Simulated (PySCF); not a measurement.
# C5H9FO3: the cost of one run

Programs: PySCF 2.14.0, with routines of our own; each step states its level. All values are computed. Atoms count from 0.

### Step 1. The system as given

18 atoms, charge 0, multiplicity 1; geometry from: GFN2-xTB.

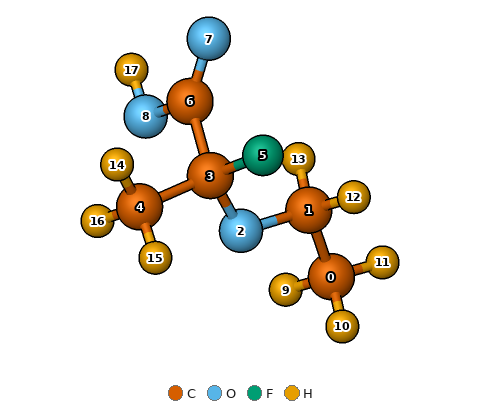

The starting geometry (carbon orange, oxygen blue, fluorine teal, hydrogen amber).

### Step 2. Vibronic structure: TDDFT B3LYP/def2-SVP

The job: settings as JSON, then the geometry in Å.

```
{"job": {"kind": "vib", "xc": "B3LYP", "basis": "def2-SVP", "tda": false}, "charge": 0, "multiplicity": 1}
C      2.641361     0.358486    -0.767955
C      1.387411     0.362732     0.086714
O      0.429776    -0.490731    -0.540376
C     -0.794814    -0.559709     0.071061
C     -1.688374    -1.525449    -0.699918
F     -0.639782    -1.044030     1.367889
C     -1.504828     0.805227     0.199920
O     -1.969150     1.257612     1.205337
O     -1.574903     1.409771    -0.986916
H      2.406270     0.703597    -1.770754
H      3.042146    -0.648712    -0.831922
H      3.387050     1.013380    -0.327135
H      1.601835    -0.010216     1.095597
H      0.981213     1.380156     0.171725
H     -2.638395    -1.633654    -0.184215
H     -1.187935    -2.488255    -0.751681
H     -1.842083    -1.140573    -1.702753
H     -2.045559     2.256683    -0.911033
```

Level: TDDFT B3LYP/def2-SVP vertical-gradient vibronic structure (displaced harmonic oscillators, Condon), gas phase.

Command:

```console
OMP_NUM_THREADS=1 python excited_run.py task.json out
```

One launch serves the whole session: the jobs run in the order shown.

**Question.** How long does this first job take on 1 thread of Arm Neoverse N1, shared host, and how much memory does it need?

About 99 s, with a peak of 0.96 GiB.
